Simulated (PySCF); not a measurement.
# Tc²⁺: excitation energy in def2-TZVPPD with ECP28

Aim: the excitation energy of technetium from differences of total energies, at each level of theory, and how far each lands from the tabulated value where there is one.

The numbers are computed with PySCF 2.14.0 (unrestricted determinants in a Gaussian basis, no spin-orbit coupling in the energies), except any that are marked as measured or tabulated.

## 1. What is computed

```
Element                                   : technetium (Z = 43)
Basis                                     : def2-TZVPPD with the def2 core potential (28 electrons)
Hamiltonian                               : scalar relativity through the core potential
State 1                                   : Tc²⁺: [Kr] 4d4 5p1, one real determinant (an excited configuration)
Needed too, but not shown                 : Tc²⁺ [Kr] 4d5 (6S)
Methods                                   : CCSD(T)
Core shells frozen in the correlated runs : valence and next inner shell: nothing (for Tc²⁺)
```

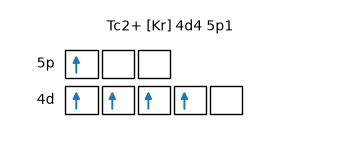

The shells outside the core, filled by Hund's rule for the drawing.

One driver process ran all states and methods and kept the integrals in memory. Each run is shown as a PySCF script that sums up its settings (the driver passes frozen orbitals as a list and adds second-order terms of double hybrids); the logs are those of the runs themselves. The driver starts from symmetry-adapted Hartree-Fock orbitals, holds the occupation by maximum overlap and uses a logarithmic radial grid for functionals, so a plain start would take other cycles.

The integrals over 56 functions and the set-up took 0.26 s of CPU time.

## 2. Tc²⁺ [Kr] 4d4 5p1: CCSD(T) (valence and next inner shell)

**CCSD(T) (valence and next inner shell)**

input.py

```python
from pyscf import gto, scf, dft, mp, cc
import basis_set_exchange as bse
txt = bse.get_basis("def2-TZVPPD", elements=["Tc"], fmt="nwchem", header=False)
cut = txt.index("\nECP")
mol = gto.M(atom="Tc 0 0 0", charge=2, spin=5, symmetry="D2h",
            basis=gto.basis.parse(txt[:cut]),
            ecp={"Tc": gto.basis.parse_ecp(txt[cut:])})
mf = scf.UHF(mol)
mf.irrep_nelec = {'Ag': (2, 1), 'B1g': (1, 0), 'B2g': (1, 0), 'B3g': (1, 0), 'B1u': (2, 1), 'B2u': (1, 1), 'B3u': (1, 1)}
mf.kernel()
mycc = cc.CCSD(mf, frozen=0).run()
mycc.ccsd_t()
```

The log of the run:

```text
CC2 = 0
CCSD nocc = (np.int64(9), np.int64(4)), nmo = (56, 56)
frozen orbitals [[], []]
max_cycle = 100
direct = 0
conv_tol = 1e-08
conv_tol_normt = 1e-06
diis_space = 8
diis_start_cycle = 0
Init t2, MP2 energy = -0.320739645289811
Init E_corr(UCCSD) = -0.320739645291083
cycle = 1  E_corr(UCCSD) = -0.327546556447687  dE = -0.00680691116  norm(t1,t2) = 0.0337248
cycle = 2  E_corr(UCCSD) = -0.331228358203154  dE = -0.00368180176  norm(t1,t2) = 0.00914742
cycle = 3  E_corr(UCCSD) = -0.332035598156232  dE = -0.000807239953  norm(t1,t2) = 0.00437538
cycle = 4  E_corr(UCCSD) = -0.332041978885967  dE = -6.38072974e-06  norm(t1,t2) = 0.00215639
cycle = 5  E_corr(UCCSD) = -0.331957253421646  dE = 8.47254643e-05  norm(t1,t2) = 0.00163103
cycle = 6  E_corr(UCCSD) = -0.332048191529036  dE = -9.09381074e-05  norm(t1,t2) = 0.000928726
cycle = 7  E_corr(UCCSD) = -0.332038498568377  dE = 9.69296066e-06  norm(t1,t2) = 0.000386091
cycle = 8  E_corr(UCCSD) = -0.332030634833876  dE = 7.8637345e-06  norm(t1,t2) = 7.18e-05
cycle = 9  E_corr(UCCSD) = -0.332032231118439  dE = -1.59628456e-06  norm(t1,t2) = 1.43251e-05
cycle = 10  E_corr(UCCSD) = -0.332032196093639  dE = 3.50248002e-08  norm(t1,t2) = 3.478e-06
cycle = 11  E_corr(UCCSD) = -0.33203217254428  dE = 2.35493591e-08  norm(t1,t2) = 1.0685e-06
cycle = 12  E_corr(UCCSD) = -0.332032168339888  dE = 4.20439228e-09  norm(t1,t2) = 2.22421e-07
UCCSD converged
E(UCCSD) = -79.29839542886126  E_corr = -0.3320321683398877
UCCSD(T) correction = -0.00745779753539659
```

CPU time 16 s on a shared host, the integrals not counted.

CCSD correlation -0.33203 hartree, triples -0.00746; total -79.305853. T1 = 0.006, largest double amplitude 0.031.

The real determinant used has ⟨L²⟩ near 8 against 12 for a pure F term, so it mixes terms.

## 3. Differences of total energies

Excitation energy: Tc²⁺ [Kr] 4d5 (6S) → Tc²⁺ [Kr] 4d4 5p1 (high-spin determinant).

```tsv
method	value (eV)	less CCSD(T) (valence and next inner shell) (eV)
UHF	11.364	-0.191
MP2 (valence and next inner shell)	11.672	+0.117
SCS-MP2 (valence and next inner shell)	11.545	-0.010
CCSD (valence and next inner shell)	11.559	+0.004
CCSD(T) (valence and next inner shell)	11.555	+0.000
```

The differences also use runs on Tc²⁺ [Kr] 4d5 (6S), which are not shown here. The runs at UHF, MP2 (valence and next inner shell) are not shown; their differences are listed all the same.

## 4. Summary of results

```
                              quantity                                                         value
excitation energy, Tc²⁺ → [Kr] 4d4 5p1  UHF 11.364, CCSD(T) (valence and next inner shell) 11.555 eV
```

Each level's miss (mean over 1 difference):

```tsv
method	mean absolute miss against CCSD(T) (valence and next inner shell) (eV)
UHF	0.191
MP2 (valence and next inner shell)	0.117
SCS-MP2 (valence and next inner shell)	0.010
CCSD (valence and next inner shell)	0.004
CCSD(T) (valence and next inner shell)	0.000
```

What this shows: The methods span 0.308 eV, from UHF (11.364) to MP2 (valence and next inner shell) (11.672). No reference value is at hand in this session. All values hold for this basis alone; no basis-set limit was taken.
